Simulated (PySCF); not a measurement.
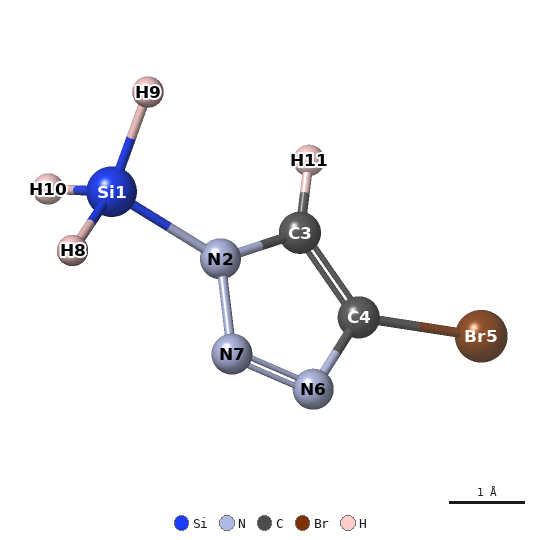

The atoms are numbered. The computed structure is the end point of a GFN2-xTB optimisation. No frequency run is at hand to confirm it as a minimum.

> Describe the coordination of atom 6.

N6 has 2 neighbours (C4 at 1.35, N7 at 1.27 Å); the arrangement is bent.

> What is the geometry at N7?

N7 has 2 neighbours (N2 at 1.34, N6 at 1.27 Å); the arrangement is bent.

> What is the geometry at Si1?

Si1 has 4 neighbours (N2 at 1.77, H8 at 1.45, H9 at 1.46, H10 at 1.46 Å); the arrangement is tetrahedral.

> How are the neighbours of atom 3 arranged?

C3 has 3 neighbours (N2 at 1.35, C4 at 1.38, H11 at 1.07 Å); the arrangement is trigonal planar.

> Which bond is the longest?

C4–Br5, 1.867 Å.

> What is the dihedral angle N7–N2–C3–C4?

0° in size, that is syn (eclipsed).
